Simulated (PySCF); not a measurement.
## Electronic structure of CH5BSe (SMILES CB[SeH]) in real space

Input file:

```
# CB[SeH]
import pyscf.grad
from pyscf import gto, dft

molecule = gto.M(
    atom=[
    ('C', (1.591529, -0.956194, -0.746456)),
    ('B', (3.099406, -0.598962, -0.933537)),
    ('Se', (4.547456, -1.249487, 0.137114)),
    ('H', (1.021696, -0.025985, -0.572293)),
    ('H', (1.367456, -1.661671, 0.066111)),
    ('H', (1.193311, -1.365637, -1.691538)),
    ('H', (3.469035, 0.151370, -1.807627)),
    ('H', (3.753268, -2.091131, 1.050364)),
],
    spin=0,
    verbose=3,
    max_memory=3720,
    basis='def2-tzvpd',
)

mf = dft.RKS(molecule, xc='pbe0')
mf = mf.density_fit(auxbasis='def2-universal-jkfit')
mf.max_cycle = 100
mf.conv_tol = 1e-09
mf.grids.level = 3
mf.kernel()
if not mf.converged:
    mf = mf.newton().run(mf.mo_coeff, mf.mo_occ)

e_final = mf.e_tot
print(f'total energy: {e_final:.8f} hartree')
grad = mf.Gradients().kernel()
dip = mf.dip_moment()
pop, q = mf.mulliken_pop()
```

Run with:

```sh
OMP_NUM_THREADS=2 python input.py
```

Geometry: PBE0-D4/def2-SVP.

Method: Gaussian-basis quantum chemistry of an isolated molecule with PySCF, energy and nuclear gradient, functional PBE0 (PySCF 2.14.0).

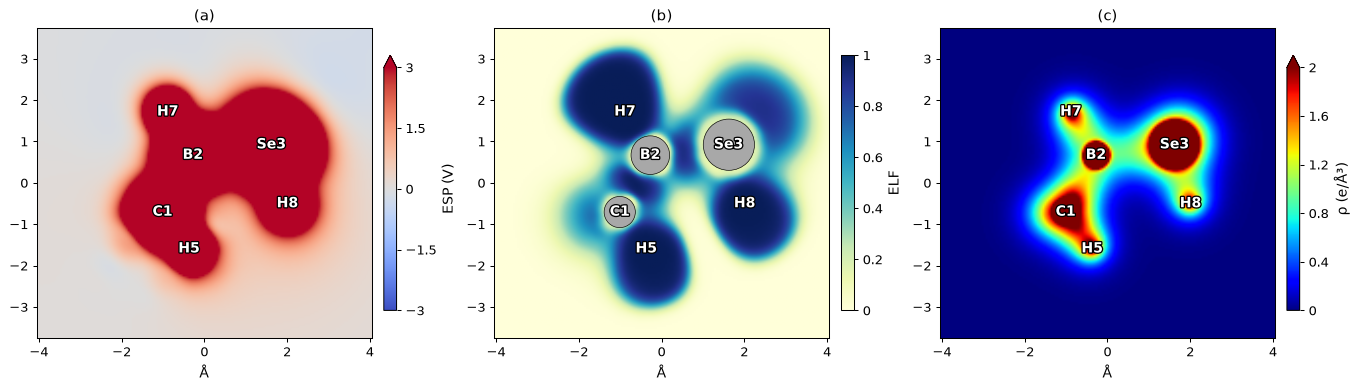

Figure 1. (a) molecular electrostatic potential; (b) ELF; (c) total electron density on the plane of atoms C1, B2 and Se3. Grey discs cover the atomic cores in the ELF map.

Describe what can be read from this map.

Atoms in the plane: C, B, Se and H.
C–B (1.56 Å): ρ at the midpoint is about 1.4 e/Å³; the ELF peaks at about 1 between the atoms: a shared electron pair.
B–Se (1.91 Å): ρ at the midpoint is about 1.1 e/Å³, with its minimum of 0.95 e/Å³ about 0.6 Å from B; the ELF peaks at about 0.90 between the atoms, as expected for a covalent bond.
C–H (1.10 Å): the density is about 1.9 e/Å³ at the midpoint; the ELF climbs to about 1 towards the hydrogen, as it does in any bond to H (a covalent bond by its length).
B–H (1.21 Å): the density is about 1.2 e/Å³ at the midpoint; the ELF climbs to about 1 towards the hydrogen; a covalent bond by its length.
Se–H (1.47 Å): ρ at the midpoint is about 1.3 e/Å³; the ELF climbs to about 1 towards the hydrogen.
The ELF also peaks beside Se3, away from the bonds: lone-pair regions.
The potential has no marked negative region in this plane.

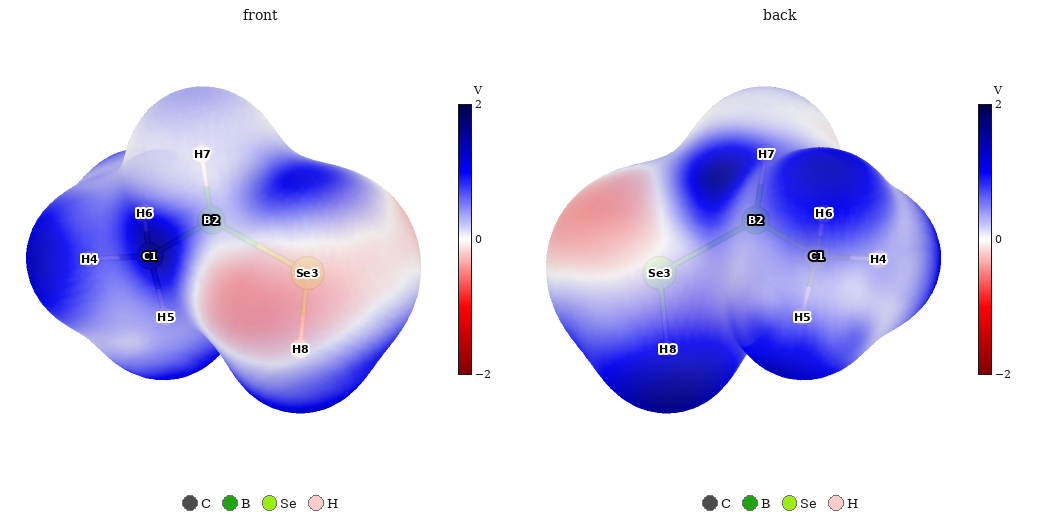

Figure 2. The molecular electrostatic potential painted on the density surface at 0.004 e/bohr³, seen from the front and from behind; the colour scale runs from red (negative) to blue (positive).

Which sites attract a positive test charge, and which a negative one?

A positive charge is drawn to the negative regions and a negative charge to the positive ones. The most negative region (about −0.4 V, or −9 kcal/mol for a unit charge) lies over Se3, the most positive (about +1.6 V, or +37 kcal/mol for a unit charge) over B2 and H8.

How polar is the molecule by this calculation?

Its dipole moment is 1.15 D.

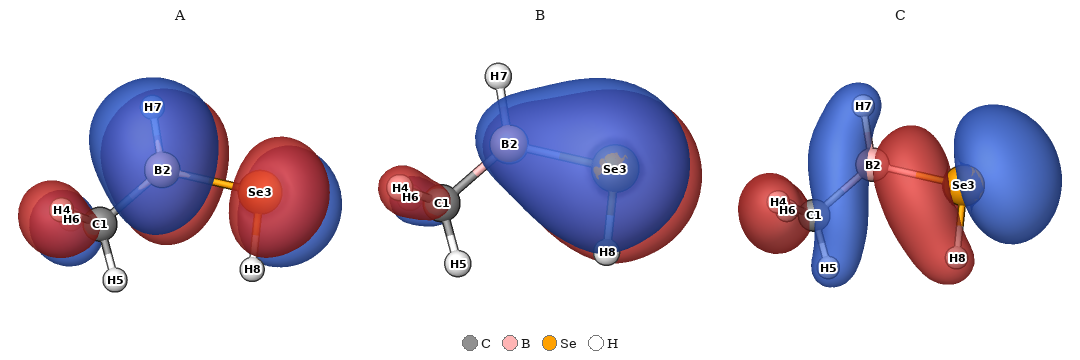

Figure 3. Three frontier orbitals at ±0.08 Å⁻³ᐟ² (blue and red are the two phases), in no order.

Order the three orbitals by energy and name them.

C is the HOMO−1 (−8.66 eV). It lies mainly on Se3 (about 60 %), B2 (about 15 %) and C1 (about 15 %). B is the HOMO (−7.61 eV). It lies mainly on Se3 (about 80 %) and B2 (about 15 %); largely a lone pair of Se3. A is the LUMO (−0.98 eV). By Hirshfeld shares it lies mainly on B2 (about 50 %), Se3 (about 25 %), C1 (about 10 %) and H7 (about 5 %); π-antibonding (π*) across B2–Se3.

What is the HOMO–LUMO gap?

6.63 eV between the orbital energies.
